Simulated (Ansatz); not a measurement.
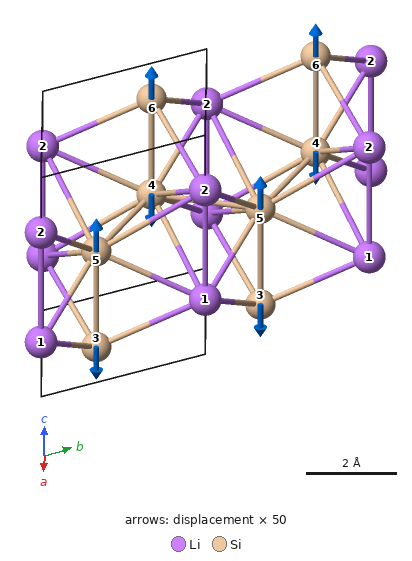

A relaxation of a crystal of LiSi₂ (a generated structure, set up in P6_3/mmc). The starting structure is drawn; blue arrows show the displacements (the part carried along by the change of the cell is left out), magnified 50 times.

The picture is a ball-and-stick view of the cell of the calculation, repeated 1 × 2 × 1 with one cell outlined, seen from a free direction.

All numbers below come from DFT PBE, scalar-relativistic, plane waves, PAW (Ansatz 0.2.0).

The input:
```yaml
crystal:
  lattice:
    - [4.2062861522, -2.84e-08, 0.0]
    - [-2.1031430515, 3.6427506776, 0.0]
    - [0.0, 0.0, 5.4973031413]
  atoms:
    - { symbol: Li, position: [0.0, 0.0, 0.25] }
    - { symbol: Li, position: [0.0, 0.0, 0.75] }
    - { symbol: Si, position: [0.6666666667, 0.3333333333, 0.0314309675] }
    - { symbol: Si, position: [0.3333333333, 0.6666666667, 0.5314309675] }
    - { symbol: Si, position: [0.6666666667, 0.3333333333, 0.4685690325] }
    - { symbol: Si, position: [0.3333333333, 0.6666666667, 0.9685690325] }
basis:
  ecutwfc: 420
kpoints:
  mp_grid: { grid: [12, 12, 8] }
hamiltonian:
  xc: pbe
scf:
  occupations: { method: gaussian, width: 0.1 }
output:
  forces: true
  stress: true
  eigenvalues: true
relax:
  adjacent_minimum: "off"
  f_tol: 0.01
  max_steps: 30
  cell: { stress_tol: 0.1, fix: [volume] }
```

Run as
```bash
ansatz run input.yaml --threads 4 --pin off --max-ram 8192MiB --backend cpu --events-out ev --progress --plain --runs-dir out
```

Which element moves most?

Answer. Silicon: up to 0.017 Å, against 0.000 Å for lithium.

Describe the change and its energy.

Answer. The largest moves relative to the cell, 0.017 Å, are those of Si3, Si4, Si5 and Si6. Si3 goes along −c. Li stays in place. The drawn cell changes at constant volume: a = b 4.206 → 4.221 Å (+0.4 %), c 5.497 → 5.458 Å (−0.7 %). Among the contacts that change: Li1–Li2 2.749 → 2.729 Å, Si3–Si5 2.403 → 2.419 Å, Li1–Si3 2.709 → 2.721 Å, Li1–Si4 2.879 → 2.872 Å. The space group stays P6_3/mmc (No. 194). The energy falls by 0.5 meV per atom in 3 accepted moves (4 points after the start). The largest force component goes from 0.082 to 0.00054 eV/Å. The pressure goes from 4.83 to 4.44 GPa. The SCF was repeated once at an unchanged geometry on a basis and grid sized afresh for the cell, which shifted the energy by less than 0.05 meV per atom at most. Cost: 5 s on 4 threads of AMD EPYC 9R45 96-Core Processor (Zen 5) (shared host), peak memory 0.51 GiB.
